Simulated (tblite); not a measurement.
**Run report: C$_{2}$H$_{9}$GeN, saddle-point search**

System: C$_{2}$H$_{9}$GeN (Ge(NMe2)H3).
Method: GFN2-xTB saddle search (eigenvector following) and harmonic vibrations, gas phase (tblite 0.8.0).

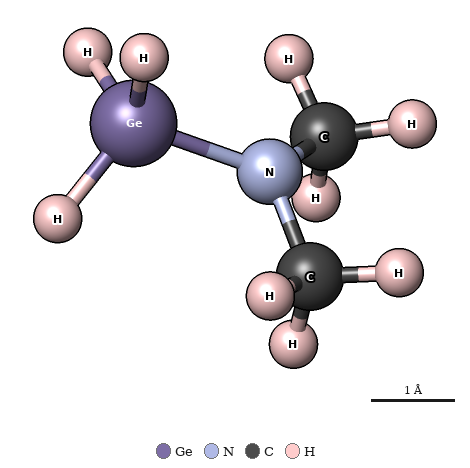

**Figure 1.** The structure as given in the input (ball-and-stick view, seen at a tilt). Sticks mark near contacts. Bond lengths as drawn: C–H 1.09 to 1.10 Å, C–N 1.45 Å, Ge–H 1.50 to 1.51 Å and Ge–N 1.82 Å.

Key numbers

| quantity | value |
| --- | --- |
| outcome | converged |
| total energy | −372.8866 eV |
| point group | Cs |
| hardware | 1 CPU thread, shared host |
| wall time | 1.2 s |
| peak memory | 0.19 GiB |

The input
```
{"job": {"xc": "GFN2-xTB", "basis": "xTB", "kind": "saddle"}, "charge": 0, "multiplicity": 1}
Ge    -0.028899    -0.011506    -1.709030
N      0.080919     0.184054     0.094114
C      1.174251    -0.344960     0.878852
C     -1.120880     0.384161     0.872108
H      1.451640     0.369148     1.661161
H      2.038716    -0.500745     0.236059
H      0.913414    -1.294135     1.364264
H     -1.885907     0.847347     0.249501
H     -1.522218    -0.556326     1.270438
H     -0.915688     1.045684     1.719364
H      1.102863    -0.870374    -2.179513
H      0.063610     1.349412    -2.346503
H     -1.351821    -0.601761    -2.110816
```

The first line tells a small driver script what to run in tblite; the rest is the geometry in Å.

Command:
```bash
OMP_NUM_THREADS=1 python <driver script> task.json out
```

The program's output
```
step      E/eV     max force
  0    -372.86035   0.0464
  1    -372.86378   0.1346
  2    -372.86229   0.0424
  3    -372.86465   0.0616
  4    -372.86943   0.0524
  5    -372.87517   0.0467
  6    -372.88134   0.0455
  7    -372.88469   0.0774
  8    -372.88619   0.0467
  9    -372.88647   0.0372
 10    -372.88640   0.0480
 11    -372.88655   0.0010
lowest wavenumbers (cm-1): -163.9 122.6 194.6 235.7 243.6 319.2
```

Trajectory as extended XYZ (Å, eV, eV/Å), 12 frames, from step=0 to step=11
```
13
Properties=species:S:1:pos:R:3:forces:R:3 step=0 energy=-372.86035
Ge   -0.0289   -0.0115   -1.7090   -0.0170   0.0100  -0.0090
N     0.0809    0.1841    0.0941    0.0140   0.0000  -0.0090
C     1.1743   -0.3450    0.8789   -0.0440  -0.0140  -0.0050
C    -1.1209    0.3842    0.8721   -0.0170   0.0220   0.0130
H     1.4516    0.3691    1.6612   -0.0010  -0.0050   0.0030
H     2.0387   -0.5007    0.2361   -0.0010  -0.0270  -0.0040
H     0.9134   -1.2941    1.3643    0.0240   0.0020   0.0030
H    -1.8859    0.8473    0.2495    0.0200   0.0070  -0.0080
H    -1.5222   -0.5563    1.2704    0.0090  -0.0290   0.0180
H    -0.9157    1.0457    1.7194    0.0040   0.0230  -0.0200
H     1.1029   -0.8704   -2.1795    0.0070   0.0370   0.0200
H     0.0636    1.3494   -2.3465   -0.0020   0.0030   0.0010
H    -1.3518   -0.6018   -2.1108    0.0040  -0.0280  -0.0020
13
Properties=species:S:1:pos:R:3:forces:R:3 step=1 energy=-372.86378
Ge   -0.0254    0.0058   -1.7157   -0.0080   0.0200   0.0050
N     0.0574    0.1283    0.0896   -0.0150  -0.0330   0.0360
C     1.1689   -0.3572    0.8754   -0.0180  -0.0040   0.0020
C    -1.1280    0.3708    0.8799   -0.0400   0.0210   0.0510
H     1.4556    0.3854    1.6291   -0.0070  -0.0170  -0.0220
H     2.0237   -0.5323    0.2241   -0.0070  -0.0190   0.0060
H     0.9238   -1.2911    1.3985    0.0110   0.0270  -0.0070
H    -1.9185    0.7634    0.2368    0.0590  -0.0340   0.0660
H    -1.4934   -0.5481    1.3659    0.0440   0.1090  -0.0460
H    -0.9205    1.1091    1.6675   -0.0310  -0.0770  -0.1060
H     1.1058   -0.8576   -2.1767    0.0070   0.0210   0.0050
H     0.1047    1.3769   -2.3323   -0.0080  -0.0030   0.0060
H    -1.3540   -0.5534   -2.1421    0.0130  -0.0100   0.0030
13
Properties=species:S:1:pos:R:3:forces:R:3 step=2 energy=-372.86229
Ge   -0.0284   -0.0044   -1.7111   -0.0070   0.0020  -0.0060
N     0.0713    0.1628    0.0924    0.0090   0.0010  -0.0130
C     1.1710   -0.3516    0.8763   -0.0210  -0.0100  -0.0030
C    -1.1233    0.3816    0.8756    0.0000   0.0080  -0.0030
H     1.4502    0.3704    1.6507    0.0040   0.0020   0.0040
H     2.0326   -0.5115    0.2306   -0.0010  -0.0210  -0.0040
H     0.9180   -1.2971    1.3720    0.0080  -0.0070   0.0100
H    -1.8975    0.8175    0.2462   -0.0010   0.0090  -0.0210
H    -1.5103   -0.5492    1.3079   -0.0040  -0.0340   0.0250
H    -0.9166    1.0726    1.6979    0.0110   0.0340   0.0050
H     1.1080   -0.8603   -2.1736    0.0090   0.0270   0.0080
H     0.0750    1.3594   -2.3426   -0.0090   0.0080   0.0030
H    -1.3500   -0.5903   -2.1223    0.0030  -0.0190  -0.0050
13
Properties=species:S:1:pos:R:3:forces:R:3 step=3 energy=-372.86465
Ge   -0.0263    0.0052   -1.7148   -0.0030   0.0100   0.0020
N     0.0584    0.1304    0.0898   -0.0100  -0.0200   0.0160
C     1.1679   -0.3595    0.8749   -0.0090  -0.0050   0.0010
C    -1.1267    0.3751    0.8795   -0.0160   0.0100   0.0240
H     1.4517    0.3782    1.6337    0.0000  -0.0060  -0.0120
H     2.0246   -0.5299    0.2249   -0.0050  -0.0170   0.0020
H     0.9234   -1.2967    1.3911    0.0030   0.0100   0.0040
H    -1.9147    0.7717    0.2385    0.0250  -0.0170   0.0270
H    -1.4947   -0.5423    1.3613    0.0210   0.0530  -0.0150
H    -0.9182    1.1092    1.6674   -0.0120  -0.0290  -0.0530
H     1.1114   -0.8503   -2.1734    0.0090   0.0180   0.0010
H     0.0932    1.3754   -2.3337   -0.0110   0.0040   0.0050
H    -1.3500   -0.5665   -2.1392    0.0080  -0.0100  -0.0020
13
Properties=species:S:1:pos:R:3:forces:R:3 step=4 energy=-372.86943
Ge   -0.0261    0.0111   -1.7162    0.0110   0.0020   0.0000
N     0.0535    0.1038    0.0880   -0.0330  -0.0120   0.0340
C     1.1640   -0.3759    0.8764    0.0110  -0.0050   0.0080
C    -1.1242    0.3815    0.8784    0.0130  -0.0060   0.0140
H     1.4590    0.3750    1.6190   -0.0010  -0.0180  -0.0230
H     2.0151   -0.5676    0.2243   -0.0140  -0.0140   0.0140
H     0.9150   -1.3005    1.4134    0.0020   0.0210  -0.0030
H    -1.9123    0.7660    0.2319    0.0010  -0.0070   0.0080
H    -1.4952   -0.5204    1.3852    0.0170   0.0440  -0.0120
H    -0.9080    1.1345    1.6460    0.0010  -0.0250  -0.0460
H     1.1410   -0.8029   -2.1769   -0.0020   0.0230   0.0030
H     0.0493    1.3924   -2.3188   -0.0150   0.0030   0.0060
H    -1.3311   -0.5969   -2.1506    0.0100  -0.0070  -0.0040
13
Properties=species:S:1:pos:R:3:forces:R:3 step=5 energy=-372.87517
Ge   -0.0257    0.0166   -1.7163    0.0090   0.0020  -0.0290
N     0.0507    0.0787    0.0869   -0.0250  -0.0030   0.0120
C     1.1593   -0.3966    0.8796    0.0150  -0.0090   0.0050
C    -1.1187    0.3927    0.8748    0.0140  -0.0120   0.0000
H     1.4715    0.3664    1.6026    0.0000  -0.0170  -0.0190
H     2.0029   -0.6189    0.2269   -0.0230  -0.0080   0.0190
H     0.8978   -1.3038    1.4395    0.0060   0.0190  -0.0030
H    -1.9051    0.7726    0.2239   -0.0030   0.0000  -0.0070
H    -1.4992   -0.4923    1.4013    0.0050   0.0150   0.0060
H    -0.8900    1.1586    1.6243    0.0070   0.0030  -0.0150
H     1.1818   -0.7361   -2.1812   -0.0270   0.0370   0.0090
H    -0.0235    1.4117   -2.2998   -0.0140  -0.0350   0.0220
H    -1.3018   -0.6498   -2.1626    0.0350   0.0090   0.0000
13
Properties=species:S:1:pos:R:3:forces:R:3 step=6 energy=-372.88134
Ge   -0.0261    0.0200   -1.7165    0.0070   0.0010  -0.0310
N     0.0483    0.0575    0.0860   -0.0160   0.0020   0.0120
C     1.1520   -0.4229    0.8821    0.0070  -0.0060   0.0010
C    -1.1108    0.4100    0.8718    0.0080  -0.0050   0.0060
H     1.4851    0.3480    1.5872    0.0000  -0.0120  -0.0100
H     1.9861   -0.6777    0.2297   -0.0160  -0.0050   0.0110
H     0.8745   -1.3119    1.4622    0.0020   0.0110  -0.0030
H    -1.8964    0.7819    0.2146    0.0020  -0.0020   0.0010
H    -1.4999   -0.4550    1.4249    0.0070   0.0200  -0.0040
H    -0.8675    1.1938    1.5986    0.0030  -0.0070  -0.0150
H     1.2281   -0.6479   -2.1853   -0.0310   0.0320   0.0090
H    -0.1182    1.4237   -2.2699   -0.0100  -0.0400   0.0190
H    -1.2552   -0.7195   -2.1853    0.0370   0.0120   0.0030
13
Properties=species:S:1:pos:R:3:forces:R:3 step=7 energy=-372.88469
Ge   -0.0241    0.0279   -1.7176    0.0140   0.0030  -0.0460
N     0.0378    0.0177    0.0842   -0.0550   0.0190   0.0510
C     1.1436   -0.4500    0.8840    0.0270  -0.0100   0.0080
C    -1.1054    0.4220    0.8702    0.0190  -0.0140   0.0240
H     1.4982    0.3376    1.5612   -0.0080  -0.0350  -0.0250
H     1.9656   -0.7418    0.2302   -0.0310   0.0060   0.0320
H     0.8564   -1.3157    1.4954    0.0140   0.0340  -0.0230
H    -1.8959    0.7718    0.2061    0.0070  -0.0050   0.0160
H    -1.4962   -0.4143    1.4671    0.0300   0.0600  -0.0380
H    -0.8448    1.2368    1.5593   -0.0070  -0.0550  -0.0490
H     1.2701   -0.5603   -2.1894   -0.0600   0.0330   0.0170
H    -0.1977    1.4392   -2.2366    0.0010  -0.0680   0.0230
H    -1.2075   -0.7711   -2.2141    0.0500   0.0300   0.0100
13
Properties=species:S:1:pos:R:3:forces:R:3 step=8 energy=-372.88619
Ge   -0.0219    0.0326   -1.7175   -0.0020  -0.0060  -0.0040
N     0.0293   -0.0003    0.0841   -0.0200   0.0010   0.0230
C     1.1391   -0.4596    0.8834    0.0120  -0.0030   0.0040
C    -1.1044    0.4245    0.8707    0.0020  -0.0010   0.0160
H     1.5033    0.3349    1.5465   -0.0050  -0.0160  -0.0130
H     1.9542   -0.7668    0.2294   -0.0120   0.0030   0.0140
H     0.8510   -1.3136    1.5090    0.0060   0.0160  -0.0110
H    -1.9017    0.7587    0.2067    0.0070  -0.0020   0.0150
H    -1.4888   -0.3969    1.4899    0.0150   0.0340  -0.0210
H    -0.8367    1.2543    1.5379   -0.0080  -0.0340  -0.0310
H     1.2796   -0.5283   -2.1883   -0.0050   0.0060   0.0020
H    -0.2183    1.4407   -2.2224   -0.0010  -0.0060   0.0030
H    -1.1849   -0.7803   -2.2294    0.0110   0.0070   0.0030
13
Properties=species:S:1:pos:R:3:forces:R:3 step=9 energy=-372.88647
Ge   -0.0208    0.0351   -1.7174    0.0090   0.0090  -0.0140
N     0.0195   -0.0277    0.0836   -0.0260   0.0090   0.0250
C     1.1355   -0.4703    0.8838    0.0030   0.0000   0.0070
C    -1.1032    0.4273    0.8698    0.0240  -0.0170  -0.0070
H     1.5083    0.3361    1.5278   -0.0070  -0.0150  -0.0130
H     1.9436   -0.7946    0.2299   -0.0040   0.0020   0.0090
H     0.8491   -1.3101    1.5290    0.0050   0.0160  -0.0130
H    -1.9000    0.7627    0.2075   -0.0130   0.0020  -0.0200
H    -1.4951   -0.3774    1.5027    0.0040  -0.0060   0.0080
H    -0.8206    1.2625    1.5213    0.0090   0.0070   0.0040
H     1.2970   -0.4893   -2.1887   -0.0250   0.0070   0.0050
H    -0.2517    1.4456   -2.2056    0.0080  -0.0240   0.0070
H    -1.1616   -0.7999   -2.2437    0.0120   0.0100   0.0020
13
Properties=species:S:1:pos:R:3:forces:R:3 step=10 energy=-372.88640
Ge   -0.0218    0.0331   -1.7164   -0.0040  -0.0060  -0.0160
N     0.0263   -0.0062    0.0848    0.0230  -0.0080  -0.0320
C     1.1346   -0.4707    0.8830   -0.0170   0.0050  -0.0150
C    -1.1006    0.4333    0.8703   -0.0180   0.0110   0.0060
H     1.5034    0.3207    1.5437    0.0150   0.0360   0.0280
H     1.9471   -0.7840    0.2311    0.0160  -0.0060  -0.0270
H     0.8423   -1.3207    1.5085   -0.0140  -0.0360   0.0280
H    -1.9010    0.7606    0.2066    0.0070  -0.0010   0.0100
H    -1.4831   -0.3765    1.5027   -0.0070  -0.0050   0.0030
H    -0.8260    1.2706    1.5228   -0.0040   0.0050   0.0040
H     1.2952   -0.4911   -2.1872   -0.0090   0.0050   0.0030
H    -0.2562    1.4392   -2.2099    0.0000  -0.0100   0.0020
H    -1.1600   -0.8083   -2.2401    0.0120   0.0100   0.0040
13
Properties=species:S:1:pos:R:3:forces:R:3 step=11 energy=-372.88655
Ge   -0.0216    0.0333   -1.7171    0.0000   0.0000   0.0000
N     0.0248   -0.0111    0.0842    0.0000   0.0000   0.0000
C     1.1349   -0.4702    0.8833    0.0000   0.0000   0.0000
C    -1.1015    0.4316    0.8705    0.0000   0.0000   0.0000
H     1.5069    0.3265    1.5383    0.0000  -0.0010   0.0000
H     1.9451   -0.7888    0.2296    0.0000   0.0000   0.0000
H     0.8431   -1.3166    1.5163    0.0000   0.0000  -0.0010
H    -1.9000    0.7637    0.2075    0.0000   0.0000   0.0000
H    -1.4881   -0.3782    1.5008    0.0000   0.0000   0.0000
H    -0.8244    1.2665    1.5253    0.0000   0.0000   0.0000
H     1.2953   -0.4894   -2.1876    0.0000   0.0000   0.0000
H    -0.2559    1.4392   -2.2092    0.0000   0.0000   0.0000
H    -1.1587   -0.8065   -2.2420    0.0000   0.0000   0.0000
```

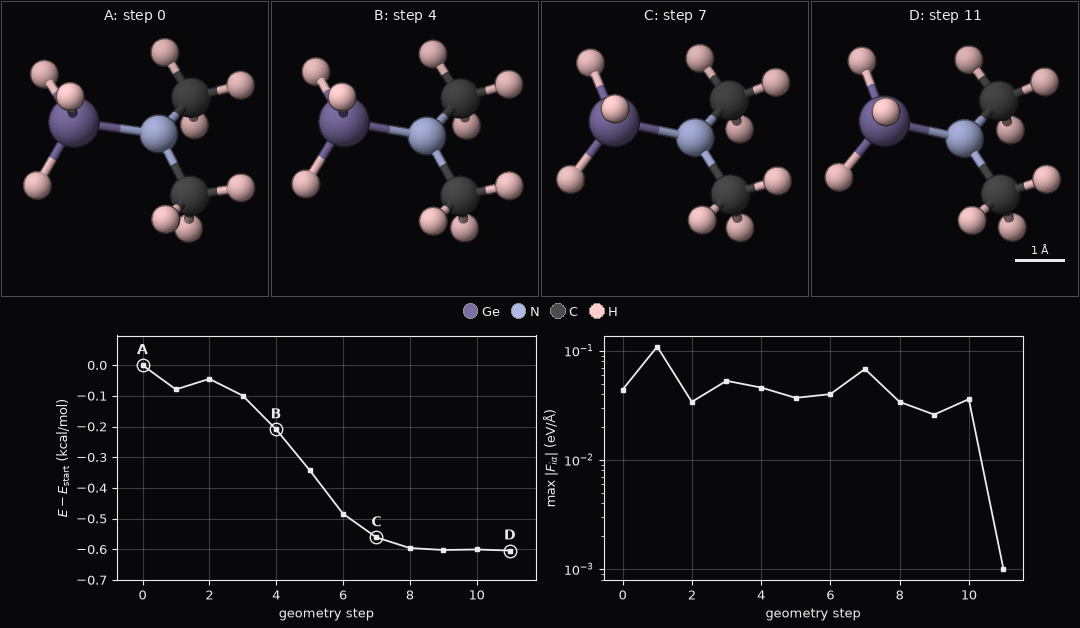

**Figure 2.** Frames of the saddle-point search (ball-and-stick view, seen at a tilt) above the curves, on which the letters mark them (steps are counted from 0).

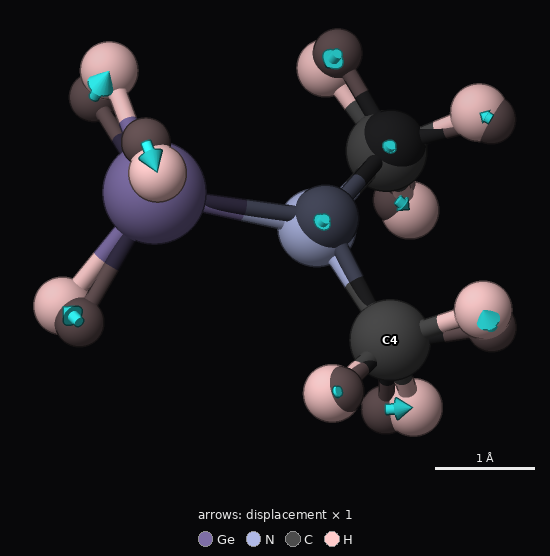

**Figure 3.** Start (faint) and end (solid) with the displacements as teal arrows, at true length (ball-and-stick view, seen at a tilt). The two geometries are laid on each other by the best rigid fit. H11 moves most after the best rigid fit: 0.43 Å. By element the largest moves are H 0.43 Å, N 0.20 Å, C 0.13 Å, Ge 0.05 Å. Distances before and after: Ge1–N2 1.817 → 1.802 Å, Ge1–H13 1.503 → 1.508 Å. Among the angles that change: N2–Ge1–H11 109.1° → 106.5°, Ge1–N2–C3 123.0° → 125.5°, N2–Ge1–H12 108.6° → 110.7°. The energy falls by 0.60 kcal/mol in 11 geometry steps. Largest force component: 0.044 eV/Å at the start, 0.001 eV/Å at the end. (Atoms are counted from 1 in the order of the input.)
